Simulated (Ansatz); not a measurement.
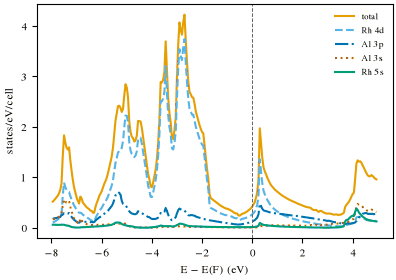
Figure. Total and projected density of states of AlRh (CsCl type, Pm-3m), plane-wave PAW r²SCAN (Ansatz code)

Question: Which orbitals carry the states next to the Fermi level?

Answer: Within 0.5 eV of the Fermi level: Rh 4d 64 %, Al 3p 27 %. Projections are on Löwdin-orthogonalised atomic valence shells; empty p or d shells of many metals are not among them.

Question: Where is the tallest occupied peak in this window, and what makes it?

Answer: Near -2.7 eV, about 4.2 states/eV per cell; the largest projected share is Rh 4d.

The workflow started from a Materials Project entry (that database holds measured and hypothetical structures alike); the Crystallography Open Database copy checked does not list it. With Al and Rh taken as one species the cell has the higher symmetry Im-3m, so it may be an ordered model of a mixed-site phase. Whether it is the stable phase at ambient conditions was not checked. The cell was relaxed with r²SCAN under the symmetry of its start; of distortions, only those at the zone centre were tested. The run is not spin-polarised. Spin–orbit coupling is left out wherever it is not named.

Potentials: the later of the program's two PAW sets.
